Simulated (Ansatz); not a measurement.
# CH₄O₂Sn: a ladder of functionals and wavefunction methods

How much do the methods differ for CH₄O₂Sn? The plan is to run it at one geometry with functionals of several rungs and with coupled cluster, and see how far each lands from CCSD(T) at the basis-set limit for the atomisation energy.

Computed with Ansatz 0.2.0, Gaussian basis. Level: functionals in def2-TZVPP, the program's frozen cores in correlated methods.

The runs, in order: LDA (SPW92), PBE-D4, revPBE-D4, BLYP-D4, r2SCAN-D4, B97M-V, PBE0-D4, B3LYP-D4, r2SCANh-D4, r2SCAN0-D4, HSE06-D4, BHLYP-D4, CAM-B3LYP-D4, LC-ωPBE, ωB97X-V, ωB97M-V, B2PLYP, PBE-QIDH; CCSD(T)/def2-SVP; CCSD(T)/def2-TZVPP; MP2/def2-QZVPP; extrapolation to the limit; RPA on PBE.

**1. The relaxed structure**

All runs share one geometry, relaxed beforehand with PBE0-D4 in a triple-zeta def2 set. Sn takes the def2 core potential; no spin-orbit term is included.

SMILES `O=[CH][SnH2][OH]`, 8 atoms, charge 0, spin multiplicity 1.

Atoms are counted from 1 here; the program's logs count them from 0.

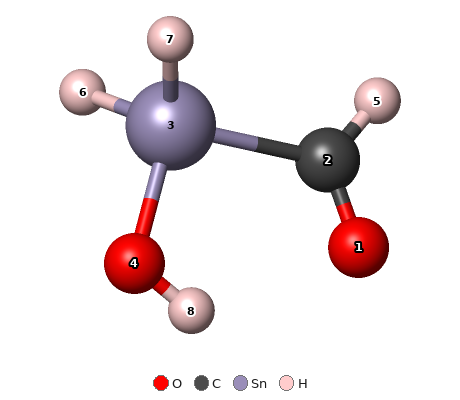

The structure; oxygen red, carbon dark grey, tin purple, hydrogen pink; atoms are numbered from 1 in the order of the file.

**2. LDA**

This LDA is Slater exchange with PW92 correlation.

File in.yaml:

```yaml
crystal:
  periodic: [false, false, false]
  atoms:
    - {symbol: O, position_ang: [-1.118086, -0.241498, -1.690175]}
    - {symbol: C, position_ang: [-0.442750, 0.628498, -1.214227]}
    - {symbol: Sn, position_ang: [0.540182, 0.187120, 0.714882]}
    - {symbol: O, position_ang: [-0.114082, -1.641133, 0.989513]}
    - {symbol: H, position_ang: [-0.335364, 1.602649, -1.743328]}
    - {symbol: H, position_ang: [-0.007183, 1.156090, 2.009943]}
    - {symbol: H, position_ang: [2.245053, 0.143555, 0.628957]}
    - {symbol: H, position_ang: [-0.675670, -1.892482, 0.248536]}
basis:
  gaussian: {orbitals: def2-TZVPP}
hamiltonian: {xc: lda}
output: {orbitals: {seedname: orbitals}}
```

Command:

```bash
ansatz run in.yaml --threads 2 --pin off --events-out ev --progress --plain --max-ram 4352MiB
```

Further steps of the session: PBE-D4 (GGA); revPBE-D4 (GGA); BLYP-D4 (GGA); r2SCAN-D4 (meta-GGA); B97M-V (meta-GGA); B3LYP-D4 (hybrid); r2SCANh-D4 (hybrid); r2SCAN0-D4 (hybrid); HSE06-D4 (hybrid); BHLYP-D4 (hybrid); CAM-B3LYP-D4 (range-separated); LC-ωPBE (range-separated); ωB97X-V (range-separated); ωB97M-V (range-separated); B2PLYP (double hybrid); PBE-QIDH (double hybrid); CCSD(T) in def2-SVP; CCSD(T) in def2-TZVPP; MP2 in def2-QZVPP; RPA on PBE orbitals.

Q: Predict the results of all the runs planned. Wanted: atomisation energy, CCSD(T)/CBS; farthest beyond LDA; mean size of error, GGA; mean size of error, meta-GGA; mean size of error, hybrid; mean size of error, range-separated; mean size of error, double hybrid; gap, smallest and largest; T1 diagnostic.

As calculated:

| quantity | value |
| --- | --- |
| atomisation energy, CCSD(T)/CBS | 641.5 kcal/mol |
| functionals within 6.4 kcal/mol (1.0 %) | BLYP-D4, r2SCAN-D4, B97M-V, CAM-B3LYP-D4, ωB97X-V, ωB97M-V |
| farthest beyond LDA | BHLYP-D4 (-39.8 kcal/mol) |
| mean size of error, GGA | 7.1 kcal/mol |
| mean size of error, meta-GGA | 2.4 kcal/mol |
| mean size of error, hybrid | 18.1 kcal/mol |
| mean size of error, range-separated | 5.1 kcal/mol |
| mean size of error, double hybrid | 16.0 kcal/mol |
| gap, smallest and largest | 2.75 eV (LDA (SPW92)), 10.44 eV (LC-ωPBE) |
| T1 diagnostic | 0.0158 |
| triples share of the correlation energy | 3.6 % |

In words: LDA overbinds by 108.0 kcal/mol (17 %). PBE-D4 misses by +12.2 kcal/mol. Double hybrids carry the basis error of their MP2 part in triple zeta, and no dispersion term here, so their miss is partly the set-up's. The rungs meta-GGA, range-separated miss on average by less than the doubt on the reference (6.4 kcal/mol), so they tie. The reference freezes the cores and leaves out spin-orbit coupling and excitations past (T), and its outer-core shells are covered unevenly, so misses under about 6.4 kcal/mol can't be ranked. All levels share the lack of spin-orbit coupling, which lowers the free heavy atoms and so the true binding. Hartree-Fock recovers 65 % of the binding; the rest is correlation. CCSD(T) in def2-SVP is off by -52.0 kcal/mol, more than most functionals: a good method in a small basis is no reference. The gap grows from 2.8 to 10.4 eV across the functionals, mostly with the share of exact exchange. Correlated methods include outer-core shells of Sn, which these sets cover unevenly.
